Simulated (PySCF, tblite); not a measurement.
**C₅H₂FNS+ (doublet): geometry, infrared bands and EPR parameters**

Wanted: the infrared bands and EPR parameters of C₅H₂FNS+ (doublet) (`N#CC1=C(F)[CH][CH+]S1`), by calculation.

The runs use tblite 0.8.0 and PySCF 2.14.0, with density-fitted response routines of our own; the level of theory stands in each step. All values are computed, except where a source is named. Atoms count from 0, in the outputs and in this text.

### Step 1. The molecule as given

10 atoms, charge 1, multiplicity 2; geometry from: force field or distance geometry start.

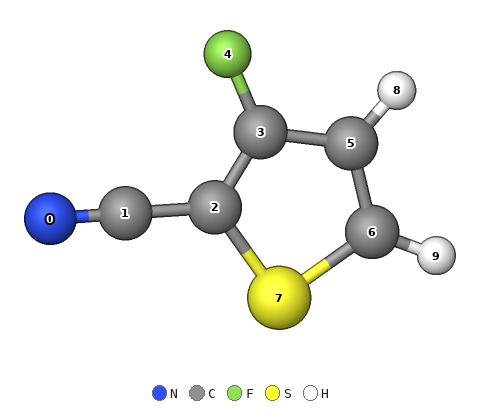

As it starts; nitrogen blue, carbon grey, fluorine green, sulfur yellow, hydrogen white, atoms numbered; sticks join atoms by distance.

### Step 2. Optimising the geometry with GFN2-xTB

Job settings and geometry (Å):

```
{"job": {"kind": "relax", "xc": "GFN2-xTB", "basis": "xTB"}, "charge": 1, "multiplicity": 2}
N      3.405600    -0.140100    -0.736800
C      2.253900    -0.181100    -0.521700
C      0.878900    -0.251100    -0.235900
C      0.145900     0.815000     0.147500
F      0.619300     2.046400     0.354500
C     -1.238600     0.487000     0.364200
C     -1.524500    -0.888500     0.102000
S     -0.070600    -1.730200    -0.385900
H     -1.961800     1.207800     0.688000
H     -2.499100    -1.360400     0.201600
```

Run with:

```sh
> OMP_NUM_THREADS=1 python probes_run.py task.json out
```

The driver reads the jobs from task.json and runs them one after another.

Standard output:

```text
step      E/eV     max force
  0    -599.11605    2.998
  1    -599.13318    8.507
  2    -599.31375    2.786
  3    -599.41118    1.409
  4    -599.45244    0.462
  5    -599.46440    0.360
  6    -599.47221    0.208
  7    -599.47398    0.135
  8    -599.47504    0.090
  9    -599.47542    0.056
 10    -599.47562    0.038
 11    -599.47581    0.050
 12    -599.47598    0.040
 13    -599.47607    0.024
 14    -599.47611    0.020
 15    -599.47614    0.019
 16    -599.47617    0.020
 17    -599.47621    0.019
 18    -599.47624    0.022
 19    -599.47626    0.023
 20    -599.47629    0.019
 21    -599.47632    0.020
 22    -599.47635    0.016
 23    -599.47637    0.015
 24    -599.47638    0.012
 25    -599.47639    0.009
```

It took 0.44 s on 1 thread of Intel Xeon at 2.50GHz, shared host.

The steps of the relaxation:

```
step  energy from step 0 (eV)  largest force (eV/Å)
   0                   0.0000                2.9979
   1                  -0.0171                8.5069
   2                  -0.1977                2.7858
   3                  -0.2951                1.4085
   4                  -0.3364                0.4622
   5                  -0.3483                0.3602
   6                  -0.3562                0.2083
   7                  -0.3579                0.1345
   8                  -0.3590                0.0899
   9                  -0.3594                0.0564
  10                  -0.3596                0.0378
  11                  -0.3598                0.0500
  12                  -0.3599                0.0396
  13                  -0.3600                0.0242
  14                  -0.3601                0.0196
  15                  -0.3601                0.0193
  16                  -0.3601                0.0201
  17                  -0.3602                0.0194
  18                  -0.3602                0.0222
  19                  -0.3602                0.0229
  20                  -0.3602                0.0189
  21                  -0.3603                0.0200
  22                  -0.3603                0.0164
  23                  -0.3603                0.0149
  24                  -0.3603                0.0121
  25                  -0.3603                0.0088
```

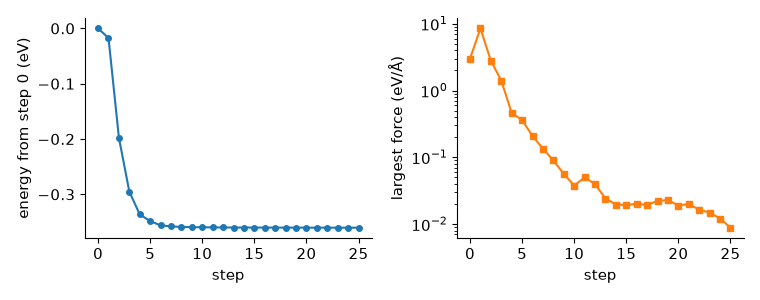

Energy and force, step by step.

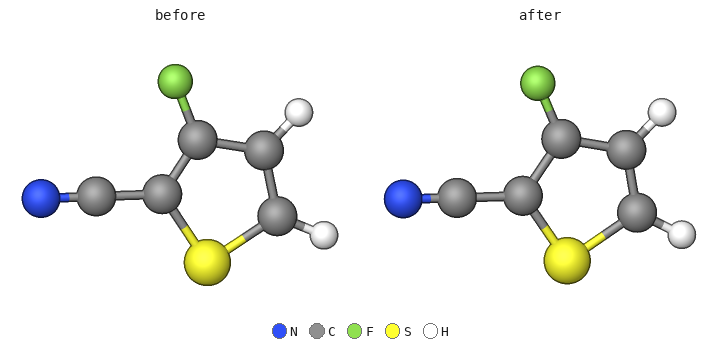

Before and after, at one scale.

Close pairs (by a distance rule), those that changed most:

```
 bond  before (Å)  after (Å)  change (Å)
C2–C3       1.349      1.430      +0.080
C5–C6       1.429      1.355      -0.074
C2–S7       1.764      1.695      -0.069
C3–F4       1.335      1.293      -0.042
C3–C5       1.439      1.412      -0.027
N0–C1       1.172      1.146      -0.026
C6–S7       1.749      1.767      +0.018
C6–H9       1.087      1.076      -0.011
```

The final coordinates are the input of the step that follows.

### Step 3. Vibrational analysis with GFN2-xTB

Job settings and geometry (Å):

```
{"job": {"kind": "ir", "xc": "GFN2-xTB", "basis": "xTB"}, "charge": 1, "multiplicity": 2}
N      3.387196    -0.154016    -0.740697
C      2.264370    -0.221336    -0.521950
C      0.892231    -0.285468    -0.252797
C      0.096293     0.824355     0.169905
F      0.592994     2.006067     0.341685
C     -1.260945     0.490400     0.373444
C     -1.492032    -0.819564     0.115646
S     -0.040839    -1.693468    -0.388664
H     -2.002526     1.204027     0.693793
H     -2.427860    -1.346343     0.187107
```

Standard output:

```text
mode    cm-1     km/mol
  1     111.7      0.23
  2     124.4      2.84
  3     193.3      5.72
  4     332.3      0.53
  5     344.5      2.52
  6     431.2      9.29
  7     436.1      1.50
  8     507.3      0.61
  9     608.3      2.18
 10     613.0      2.01
 11     673.0     21.19
 12     727.9      4.67
 13     770.7     52.95
 14     855.0     15.76
 15     988.6     16.25
 16    1041.9     41.77
 17    1093.2      6.49
 18    1189.3     23.11
 19    1273.7     42.58
 20    1440.5    175.99
 21    1478.4     89.00
 22    2313.5     51.51
 23    3111.5     39.38
 24    3128.8    112.99
```

Wall time 0.95 s (1 thread of Intel Xeon at 2.50GHz, shared host).

The strongest bands and the atoms that carry them (share of the mass-weighted mode):

```
cm⁻¹  km/mol                      atoms
 771    53.0           H9 66 %, C6 17 %
1042    41.8  H9 45 %, C2 22 %, H8 22 %
1274    42.6           C2 64 %, C3 11 %
1440   176.0           C3 64 %, F4 14 %
1478    89.0  C5 40 %, C6 33 %, C3 14 %
2314    51.5           C1 60 %, N0 40 %
3112    39.4           H8 73 %, H9 19 %
3129   113.0           H9 73 %, H8 19 %
```

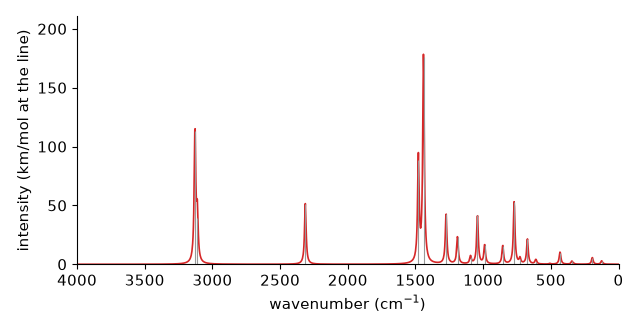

The infrared spectrum from these modes, unscaled. Lines are broadened to a width of 14 cm⁻¹ (Lorentzian).

### Step 4. g tensor and hyperfine couplings: B3LYP/pcH-1

Same as in step 3 but for these lines:

```diff
@@ -1,2 +1,2 @@
-{"job": {"kind": "ir", "xc": "GFN2-xTB", "basis": "xTB"}, "charge": 1, "multiplicity": 2}
+{"job": {"kind": "epr", "basis": "pcH-1"}, "charge": 1, "multiplicity": 2}
 N      3.387196    -0.154016    -0.740697
```

Method: UKS B3LYP, pcH-1 on C F H N S, non-relativistic, mean-field spin-orbit, GIAO.

Standard output:

```text
UKS, coarse grid
  cycle   1  E = -744.01639899  |g| = 5.35e-01
  cycle   2  E = -742.71039400  |g| = 1.55e+00
  cycle   3  E = -744.09136014  |g| = 3.55e-01
  cycle   4  E = -744.14745573  |g| = 7.58e-02
  cycle   5  E = -744.14982455  |g| = 4.87e-02
  cycle   6  E = -744.15090591  |g| = 1.75e-02
  cycle   7  E = -744.15115343  |g| = 8.45e-03
  cycle   8  E = -744.15126120  |g| = 5.74e-03
  cycle   9  E = -744.15132491  |g| = 3.61e-03
  cycle  10  E = -744.15135316  |g| = 2.17e-03
  cycle  11  E = -744.15136677  |g| = 1.26e-03
  cycle  12  E = -744.15137057  |g| = 4.47e-04
UKS, final grid
  cycle   1  E = -744.15141296  |g| = 7.34e-04
  cycle   2  E = -744.15141211  |g| = 1.64e-03
  cycle   3  E = -744.15141329  |g| = 2.73e-04
  cycle   4  E = -744.15141334  |g| = 1.21e-04
  cycle   5  E = -744.15141340  |g| = 5.05e-05
  cycle   6  E = -744.15141341  |g| = 3.07e-05
  cycle   7  E = -744.15141341  |g| = 1.65e-05
E = -744.15141341 Eh   <S^2> = 0.7660 (exact 0.7500)
g shifts (ppm)      1          2          3
  rmc          -191       -191       -191
  gc              0         46         38
  oz_so        -139        244       5428
  total        -330        100       5276
hyperfine (MHz)  atom isotope    a_iso     a_fc   dipolar eigenvalues
    0   14N       4.91       4.86    -11.86     -9.34     21.20
    1   13C     -30.69     -30.74     -8.79     -2.76     11.55
    2   13C      27.41      27.35    -32.48    -31.53     64.01
    3   13C      13.08      13.02    -24.82    -22.34     47.16
    4   19F      65.89      65.29   -146.68   -140.62    287.30
    5   13C     -22.08     -22.11    -14.22      7.04      7.18
    6   13C      30.61      30.88    -26.72    -24.94     51.66
    7   33S       0.09       0.09     -4.82     -4.33      9.15
    8    1H       4.80       4.80     -2.88      0.75      2.13
    9    1H     -23.88     -23.85    -12.82     -1.83     14.65
```

Wall time 2 min (1 thread of Intel Xeon at 2.50GHz, shared host); peak memory 0.88 GiB.

Principal g values 2.00199, 2.00242, 2.00760; g(iso) = 2.00400, against 2.00232 for a free electron.

Hyperfine couplings, nucleus by nucleus at this fixed geometry (no averaging over rotations):

```
nuclei  isotope  a(iso) (MHz)  a(iso) (G, at g = 2.0023)  largest dipolar term (MHz)
    F4      19F          65.9                       23.5                       287.3
    C1      13C         -30.7                      -11.0                        11.5
    C6      13C          30.6                       10.9                        51.7
    C2      13C          27.4                        9.8                        64.0
    H9       1H         -23.9                       -8.5                        14.7
    C5      13C         -22.1                       -7.9                       -14.2
    C3      13C          13.1                        4.7                        47.2
    N0      14N           4.9                        1.8                        21.2
    H8       1H           4.8                        1.7                        -2.9
    S7      33S           0.1                        0.0                         9.2
```

Mulliken spin populations:

```
atom  value (e)
  N0       0.24
  C1      -0.10
  C2       0.35
  C3       0.24
  F4       0.06
  C5      -0.12
  C6       0.33
  S7       0.02
  H8       0.00
  H9      -0.01
```

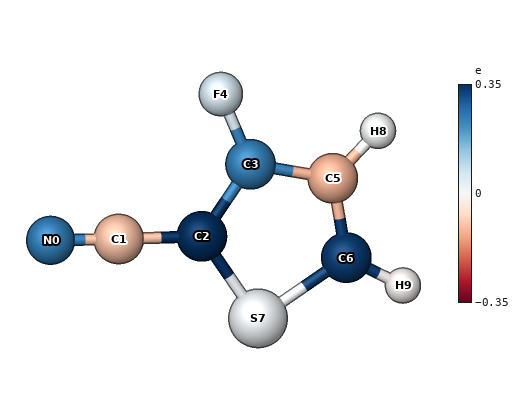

Mulliken spin populations, as colours on the atoms.

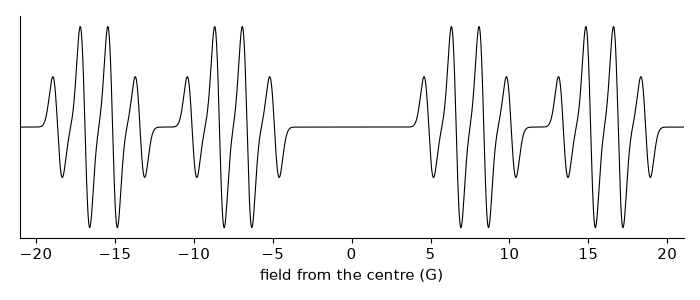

First-order isotropic spectrum (first derivative, main isotopes with spin only, couplings over 0.8 MHz, Gaussian width 0.3 G; couplings of the frozen geometry, rotation of groups not averaged beyond the rows shown).

Orbitals, density, ELF and potential are computed afterwards from the orbital file.

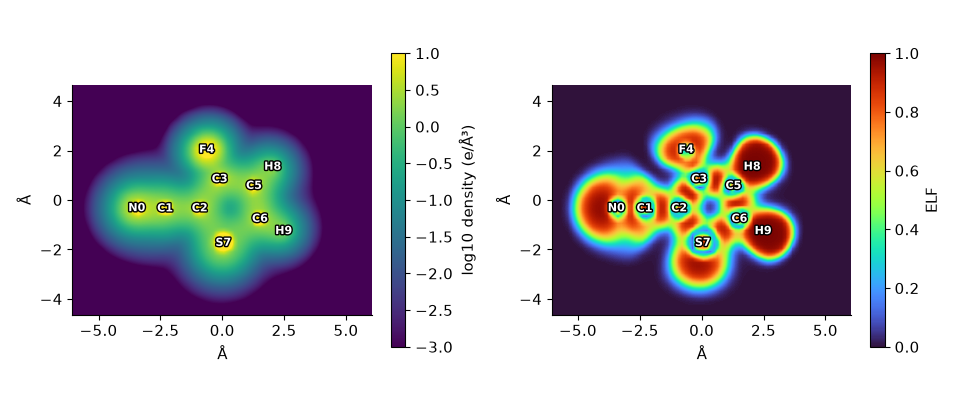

Density (left) and ELF (right) in a plane through or near 10 of the atoms.

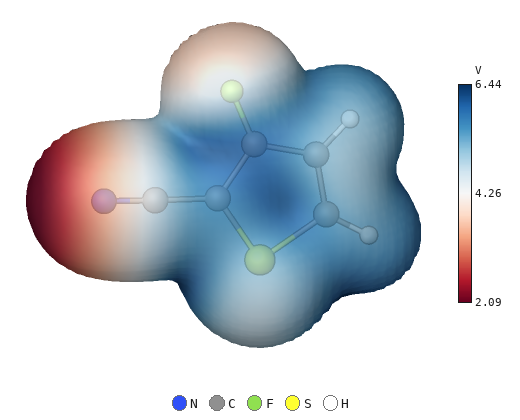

The potential that a unit positive charge feels on the 0.002 e/bohr³ surface, from the 1st to the 99th percentile, from 2.09 V near N0 to 6.44 V near H9.

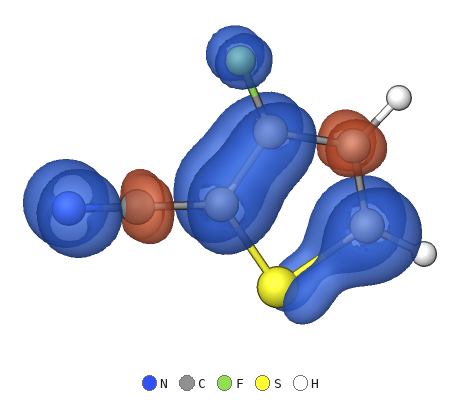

Spin density at ±0.02 e/Å³ (alpha excess blue, beta excess red).

### Step 5. Summary of results

| quantity | value |
| --- | --- |
| strongest single infrared mode (GFN2-xTB) | 1440 cm⁻¹, 176 km/mol |
| zero-point energy (GFN2-xTB) | 34.0 kcal/mol |
| g(iso) (B3LYP) | 2.00400 |
| ⟨S²⟩ | 0.766 (exact 0.75) |
| largest a(iso) | 19F on F4, 65.9 MHz |

What this shows: The optimisation took 25 steps and gained 0.360 eV; among the close pairs (by a distance rule), C2–C3 changed most, from 1.349 to 1.430 Å. No mode is imaginary among the 24: a minimum at this level. The strongest single mode, at 1440 cm⁻¹, moves mainly C3. Unscaled tight-binding wavenumbers are off by several per cent, some by more. Its intensities can rank the bands wrongly. The largest spin populations lie on C2 (0.35 e), C6 (0.33 e). The isotropic g lies 1.7 ppt above the free-electron value.
